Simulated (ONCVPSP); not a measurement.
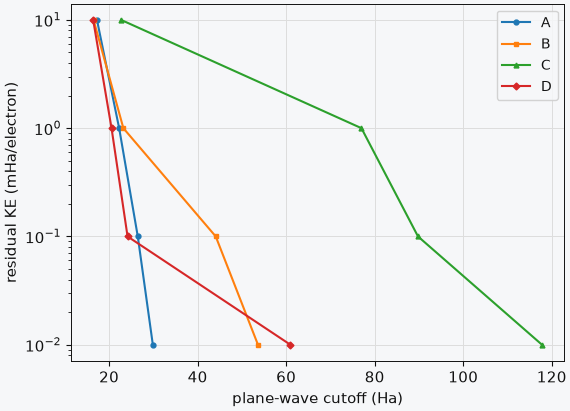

The residual kinetic energy of the 5d3/2 wave for 4 variants of one potential.

Base settings:

ONCVPSP 4.0.1 input (lines: element, Z, core and valence counts, functional; n l f; lmax; l rc ep ncon nbas qcut; lloc lpopt rc5 dvloc0; l nproj debl; icmod fcfact rcfact), LDA (Perdew-Wang 92), fully relativistic:

```
  Au 79.00   10    3  -001012      upf
    1    0    2.00
    2    0    2.00
    2    1    6.00
    3    0    2.00
    3    1    6.00
    3    2   10.00
    4    0    2.00
    4    1    6.00
    4    2   10.00
    4    3   14.00
    5    0    2.00
    5    1    6.00
    5    2    9.00
    2
    0    1.65    0.00    4    9    7.30
    1    1.35    0.00    4    7   12.50
    2    1.65    0.00    4    8    8.30
    4    3    1.35    0.00
    0    3    3.80
    1    3    1.60
    2    1    0.70
    3    1.75    1.70
```

In the s channel the program set the typed energies aside and used -4.783, 0.050, 3.850 Ha. In the p channel the program set the typed energies aside and used -2.832, 0.250, 1.850 Ha.

**The variants differ in the qcut of the d channel: 4.90 1/bohr, 7.00 1/bohr, 8.30 1/bohr, 12.20 1/bohr. Which curve belongs to which value?**

A: 8.30 1/bohr; B: 12.20 1/bohr; C: 4.90 1/bohr; D: 7.00 1/bohr.
